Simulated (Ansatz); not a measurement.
# GaHClO (SMILES [O][GaH][Cl]) at UB3LYP/def2-SVPD

Aim: the electronic atomisation energy of GaHClO at UB3LYP/def2-SVPD, from 5 runs. 

The calculation is run with Ansatz 0.2.0.

70 further runs of the same task are left out: 1 that didn't finish, 69 set aside as unsound or not needed. Runs told in other sessions of the task aren't counted.

### Step 1. The structure to begin with

GaHClO has 4 atoms, charge 0, and is taken as a doublet. As SMILES, `[O][GaH][Cl]`. Geometry: relaxed at PBE0-D4/def2-TZVP.

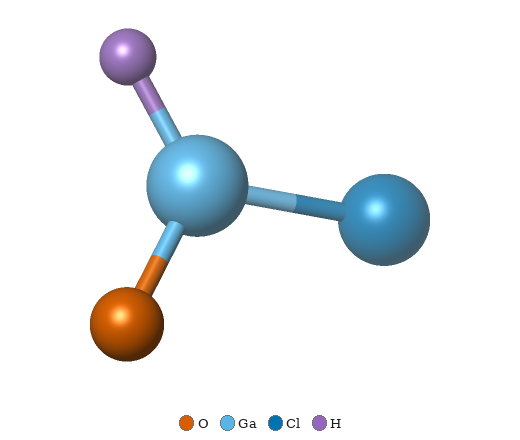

Viewed from a chosen angle; oxygen orange, gallium blue, chlorine blue, hydrogen purple.

### Step 2. A single-point energy at UB3LYP/def2-SVPD

File molecule.yaml:

```yaml
crystal:
  periodic: [false, false, false]
  atoms:
    - {symbol: O, position_ang: [-1.739800, -0.117700, -0.212200]}
    - {symbol: Ga, position_ang: [0.030900, 0.144300, -0.061200]}
    - {symbol: Cl, position_ang: [1.050700, -1.557300, 0.708800]}
    - {symbol: H, position_ang: [0.713700, 1.470500, -0.455700]}
basis:
  gaussian:
    orbitals: def2-SVPD
total_charge: 0
magnetization:
  spin_polarized: true
  initial_magnetization: 1
hamiltonian:
  xc: {name: B3LYP}
accuracy: high
output: {orbitals: {seedname: orbitals}}
```

Command:

```console
$ ansatz run molecule.yaml --threads 1 --pin off --max-ram 3480MiB --events-out events.jsonl --progress --plain --runs-dir runs
```

What it wrote:

```text
Warning: RAYON_NUM_THREADS=1 ignored (pool sized by the plan → 1); use --threads N
Functional definition: B3LYP
  name "B3LYP"
  parameter a0 = 0.2
  parameter ax = 0.72
  parameter ac = 0.81
  exchange = (1 - a0 - ax)*slater_x + ax*b88_x + a0*exact_x
  correlation = (1 - ac)*vwn_rpa_c + ac*lyp_c
1788 factors; integrals over basis functions are off by at most 4.1e-9 eV
mean field evaluation 1: about -66936.1498 eV, gradient 5.6e1 eV
mean field evaluation 2: about -66712.9408 eV, gradient 1.4e2 eV
mean field evaluation 4: about -66945.8448 eV, gradient 4.0e1 eV
mean field evaluation 8: about -66953.4719 eV, gradient 3.8e-1 eV
mean field evaluation 16: about -66953.5079 eV, gradient 1.1e-2 eV
mean field evaluation 32: about -66953.5079 eV, gradient 3.2e-6 eV
mean field -66953.50791944 eV, -2460.4960333219 hartree, gradient 3.0e-8 eV, S^2 0.754465; 4 other end points of the search recorded, 0 dependent functions left out
reference -66953.50795273 eV, -2460.4960345452 hartree; 29, 28 occupied and 67, 68 virtual orbitals, 1788 factors
Total energy: -66953.50795273 eV, -2460.4960345452 hartree
```

It took 31 s on 1 thread of Arm Neoverse V2, shared host; peak memory 0.49 GiB.

### Step 3. The Cl atom

File run.yaml:

```yaml
crystal:
  periodic: [false, false, false]
  atoms:
    - {symbol: Cl, position_ang: [0.000000, 0.000000, 0.000000]}
basis:
  gaussian: {orbitals: def2-SVPD}
hamiltonian: {xc: {name: B3LYP}}
magnetization: {spin_polarized: true, initial_magnetization: 1}
accuracy: high
```

Run the same way, it converges to -460.01590 Eh (log not shown).

### Step 4. The Ga atom, same level

File run.yaml:

```yaml
crystal:
  periodic: [false, false, false]
  atoms:
    - symbol: Ga
      position_ang: [0.000000, 0.000000, 0.000000]
basis:
  gaussian:
    orbitals: def2-SVPD
magnetization:
  spin_polarized: true
  initial_magnetization: 1
hamiltonian:
  xc: {name: B3LYP}
accuracy: high
```

Command:

```console
$ ansatz run run.yaml --threads 1 --pin off --max-ram 3480MiB --events-out events.jsonl --progress --plain --runs-dir runs
```

What it wrote, shortened:

```text
Warning: RAYON_NUM_THREADS=1 ignored (pool sized by the plan → 1); use --threads N
[... 7 set-up lines as earlier in the session ...]
371 factors; integrals over basis functions are off by at most 3.9e-9 eV
mean field evaluation 1: about -52371.2679 eV, gradient 8.6e0 eV
mean field evaluation 2: about -52371.2309 eV, gradient 1.0e1 eV
mean field evaluation 4: about -52371.4121 eV, gradient 4.0e-1 eV
mean field evaluation 8: about -52371.4129 eV, gradient 3.2e-3 eV
mean field evaluation 16: about -52371.4129 eV, gradient 6.7e-8 eV
mean field evaluation 32: about -52371.4129 eV, gradient 9.5e-4 eV
mean field -52371.41292545 eV, -1924.6139263915 hartree, gradient 4.6e-8 eV, S^2 0.752396; 1 other end points of the search recorded, 0 dependent functions left out
reference -52371.41294800 eV, -1924.6139272203 hartree; 16, 15 occupied and 22, 23 virtual orbitals, 371 factors
Total energy: -52371.41294800 eV, -1924.6139272203 hartree
```

It took 2.5 s on 1 thread of Arm Neoverse V2, shared host; peak memory 0.1 GiB.

### Step 5. The H atom, same level

File input.yaml:

```yaml
crystal:
  periodic: [false, false, false]
  atoms:
    - {symbol: H, position_ang: [0.000000, 0.000000, 0.000000]}
basis:
  gaussian:
    orbitals: def2-SVPD
magnetization:
  spin_polarized: true
  initial_magnetization: 1
hamiltonian:
  xc: {name: B3LYP}
accuracy: high
```

Run the same way, it converges to -0.50126 Eh (log not shown).

### Step 6. The O atom, same level

File molecule.yaml:

```yaml
crystal:
  periodic: [false, false, false]
  atoms:
    - {symbol: O, position_ang: [0.000000, 0.000000, 0.000000]}
basis:
  gaussian:
    orbitals: def2-SVPD
magnetization:
  spin_polarized: true
  initial_magnetization: 2
hamiltonian:
  xc: {name: B3LYP}
accuracy: high
```

Command:

```console
$ ansatz run molecule.yaml --threads 1 --pin off --max-ram 3480MiB --events-out events.jsonl --progress --plain --runs-dir runs
```

What it wrote, shortened:

```text
Warning: RAYON_NUM_THREADS=1 ignored (pool sized by the plan → 1); use --threads N
[... 7 set-up lines as earlier in the session ...]
191 factors; integrals over basis functions are off by at most 1.9e-9 eV
mean field evaluation 1: about -2040.9594 eV, gradient 6.2e0 eV
mean field evaluation 2: about -2041.0257 eV, gradient 4.4e0 eV
mean field evaluation 4: about -2041.1051 eV, gradient 2.9e-2 eV
mean field evaluation 8: about -2041.1053 eV, gradient 2.7e-4 eV
mean field -2041.10533814 eV, -75.0092376659 hartree, gradient 4.2e-9 eV, S^2 2.003773; 0 other end points of the search recorded, 0 dependent functions left out
reference -2041.10536209 eV, -75.0092385458 hartree; 5, 3 occupied and 18, 20 virtual orbitals, 191 factors
Total energy: -2041.10536209 eV, -75.0092385458 hartree
```

Wall time 0.36 s (1 thread of Arm Neoverse V2, shared host).

### Step 7. Summary of results

At UB3LYP/def2-SVPD:

```
                                    quantity           value
                      molecule: total energy  -2460.49603 Eh
molecule: HOMO energy (highest over α and β)        -8.90 eV
 molecule: LUMO energy (lowest over α and β)        -5.10 eV
                              molecule: ⟨S²⟩           0.754
                       Cl atom: total energy   -460.01590 Eh
                               Cl atom: ⟨S²⟩           0.752
                       Ga atom: total energy  -1924.61393 Eh
                               Ga atom: ⟨S²⟩           0.752
                        H atom: total energy     -0.50126 Eh
                                H atom: ⟨S²⟩           0.750
                        O atom: total energy    -75.00924 Eh
                                O atom: ⟨S²⟩           2.004
               electronic atomisation energy        9.679 eV
```

In words: Taking the molecule apart into free atoms costs 9.68 eV (934 kJ/mol), before zero-point energy and without spin-orbit coupling.
